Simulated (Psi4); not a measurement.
# PH3 (phosphine), step by step, part 2 of 2

Psi4 1.11. Earlier steps stand in the parts before.

## 3. The harmonic vibrations at r2SCAN-3c/def2-mTZVPP (density fitting) (run 2)

calc.inp

```
memory 1600 MB

molecule m {
  0 1
  P
  H 1 1.420942
  H 1 1.420939 2 93.09905
  H 1 1.420941 3 93.10654 2 -93.282
}

set {
  reference rks
  t 600.0
  rotational_symmetry_number 3
}

e_tot, wfn = freq("r2scan-3c", return_wfn=True)
```

Started as:

```bash
$ psi4 -n 1 calc.inp calc.out
```

calc.out, cut to the lines that bear on the results:

```text
[...]
  Running in c1 symmetry.
[...]
  Nuclear repulsion =   17.528053578788004
[...]
  Multiplicity = 1
[...]
  Nalpha       = 9
  Nbeta        = 9
[...]
    Number of basis functions: 42
[...]
   @DF-RKS iter   1:  -343.06135465835160   -2.33473e-01   7.36459e-03 ADIIS/DIIS
[...]
   @DF-RKS iter   9:  -343.10957860133442   -8.98126e-12   8.25813e-10 DIIS
[...]
    Orbital Energies [Eh]
    ---------------------
    Doubly Occupied:
       1A    -76.774542     2A     -6.470404     3A     -4.615116
       4A     -4.615114     5A     -4.610727     6A     -0.611026
       7A     -0.358904     8A     -0.358635     9A     -0.253850
[...]
  @DF-RKS Final Energy:  -343.10957860133442
   => Energetics <=
    Nuclear Repulsion Energy =             17.5280430728663958
    One-Electron Energy =                -508.4965323473200556
    Two-Electron Energy =                 172.1348319027291041
    DFT Exchange-Correlation Energy =     -24.2809602567397356
    Empirical Dispersion Energy =           0.0050390271298521
    VV10 Nonlocal Energy =                  0.0000000000000000
    Total Energy =                       -343.1095786013344195
[...]
  -Total Gradient:
     Atom            X                  Y                   Z
    ------   -----------------  -----------------  -----------------
       1        0.000021984760    -0.000059538886    -0.000024396758
       2       -0.000109809109     0.000070841061     0.000000238265
       3       -0.000025289925    -0.000043658665     0.000070482243
       4        0.000042147552    -0.000024376719    -0.000111180066
[...]
  ==> Harmonic Vibrational Analysis <==
[...]
  Freq [cm^-1]                1015.0007           1147.2609           1148.7411
[...]
  IR activ [km/mol]            12.5300              8.5091              8.6273
[...]
  Freq [cm^-1]                2404.1194           2412.0693           2414.3322
[...]
  IR activ [km/mol]            17.1410             43.7859             43.6271
[...]
  Total E_0, Enthalpy at 0 [K]                                                         -343.08556022 [Eh]
[...]
  Total H, Enthalpy at  600.00 [K]                                                     -343.07670096 [Eh]
[...]
  Total G, Gibbs energy at  600.00 [K]                                                 -343.13153965 [Eh]
[...]
```

Run time: 1.7 min. Hardware: 1 thread of AMD EPYC 7R43 (Zen 3), shared host; peak memory 0.49 GiB.

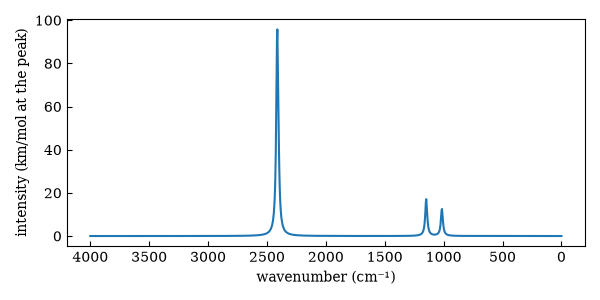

Harmonic infrared spectrum, unscaled, lines broadened by 10 cm⁻¹.

## 4. The energy at MP2/cc-pVTZ (density fitting, density fitting for correlation) (run 3)

h3p.sdf

```

     RDKit          3D

  4  3  0  0  0  0  0  0  0  0999 V2000
    0.3460   -0.3265   -0.3328 P   0  0  0  0  0  0  0  0  0  0  0  0
    0.6312   -0.0338    1.0281 H   0  0  0  0  0  0  0  0  0  0  0  0
   -1.0066   -0.6633   -0.0571 H   0  0  0  0  0  0  0  0  0  0  0  0
    0.0285    1.0246   -0.6373 H   0  0  0  0  0  0  0  0  0  0  0  0
  2  1  1  0
  3  1  1  0
  4  1  1  0
M  END
$$$$
```

calc.py

```python
import psi4
from rdkit import Chem

psi4.set_memory('1600 MB')
psi4.set_num_threads(1)
psi4.core.set_output_file('h3p.out', False)

rd = Chem.SDMolSupplier('h3p.sdf', removeHs=False, sanitize=False)[0]
xyz = rd.GetConformer().GetPositions()
atoms = '\n'.join(f'{a.GetSymbol()} {x:.4f} {y:.4f} {z:.4f}' for a, (x, y, z) in zip(rd.GetAtoms(), xyz))
m = psi4.geometry('0 1\n' + atoms + '\nsymmetry c1')

psi4.set_options({
    'basis': 'cc-pVTZ',
    'reference': 'rhf',
    'freeze_core': True,
})

e = psi4.energy("mp2")
print(f'mp2 energy: {e:.10f} Eh')
```

Started as:

```bash
$ python calc.py
```

h3p.out, cut to the lines that bear on the results:

```text
[...]
  Running in c1 symmetry.
[...]
  Nuclear repulsion =   17.528307694043296
[...]
  Multiplicity = 1
[...]
  Nalpha       = 9
  Nbeta        = 9
[...]
    Number of basis functions: 76
[...]
   @DF-RHF iter   1:  -342.45419530910203   -3.38882e-01   2.45210e-03 ADIIS/DIIS
[...]
   @DF-RHF iter   9:  -342.48715177422258   -4.09273e-12   3.51863e-09 DIIS
[...]
    Orbital Energies [Eh]
    ---------------------
    Doubly Occupied:
       1A    -79.944987     2A     -7.488249     3A     -5.381614
       4A     -5.381614     5A     -5.380700     6A     -0.853988
       7A     -0.519095     8A     -0.519065     9A     -0.388817
[...]
  @DF-RHF Final Energy:  -342.48715177422258
   => Energetics <=
    Nuclear Repulsion Energy =             17.5283076940432956
    One-Electron Energy =                -508.3146623576074035
    Two-Electron Energy =                 148.2992028893415011
    Total Energy =                       -342.4871517742226388
[...]
 Multipole Moments:
 ------------------------------------------------------------------------------------
     Multipole            Electronic (a.u.)      Nuclear  (a.u.)        Total (a.u.)
 ------------------------------------------------------------------------------------
 L = 1.  Multiply by 2.5417464519 to convert [e a0] to [Debye]
 Dipole X            :          1.0657033           -1.2206127           -0.1549094
 Dipole Y            :         -1.0057375            1.1519538            0.1462163
 Dipole Z            :         -1.0251313            1.1740762            0.1489450
 Magnitude           :                                                    0.2599245
[...]
```

On the terminal:

```text
mp2 energy: -342.6574008682 Eh
```

It took 3.3 s on 1 thread of AMD EPYC 7R43 (Zen 3), shared host; peak memory 0.31 GiB.

## 5. Outcome

The summary covers parts 1 to 2.

| quantity | value |
| --- | --- |
| run 1, r2SCAN-3c/def2-mTZVPP: total energy at the end | -343.10958 Eh |
| run 1, r2SCAN-3c/def2-mTZVPP: dipole moment | 0.81 D |
| run 1, r2SCAN-3c/def2-mTZVPP: HOMO energy | -6.91 eV |
| run 1, r2SCAN-3c/def2-mTZVPP: LUMO energy | 0.50 eV |
| run 1, r2SCAN-3c/def2-mTZVPP: HOMO–LUMO gap | 7.41 eV |
| run 2, r2SCAN-3c/def2-mTZVPP: lowest harmonic wavenumber | 1015 cm⁻¹ |
| run 2, r2SCAN-3c/def2-mTZVPP: highest harmonic wavenumber | 2414 cm⁻¹ |
| run 2, r2SCAN-3c/def2-mTZVPP: zero-point energy | 63.1 kJ/mol |
| run 2, r2SCAN-3c/def2-mTZVPP: ideal-gas entropy at 600 K (symmetry number 3 as used) | 57.4 cal/(mol K) |
| run 3, MP2/cc-pVTZ: total energy | -342.65740 Eh |
| run 3, MP2/cc-pVTZ: HOMO energy (Hartree–Fock orbitals) | -10.58 eV |
| run 3, MP2/cc-pVTZ: LUMO energy (Hartree–Fock orbitals) | 3.75 eV |
| run 3, MP2/cc-pVTZ: HOMO–LUMO gap (Hartree–Fock orbitals) | 14.33 eV |
| run 3, MP2/cc-pVTZ: correlation energy (5 core orbitals frozen) | -170.2 mEh |

**Reading.** The optimisation (run 1, r2SCAN-3c/def2-mTZVPP) took 2 steps and changed the energy by +0.000 eV. At r2SCAN-3c/def2-mTZVPP: The measured dipole moment is 0.58 D (NIST CCCBDB); the computed value is 0.23 D (40 %) too high. All 6 modes (run 2, r2SCAN-3c/def2-mTZVPP) are real, so the shape is a minimum at this level.
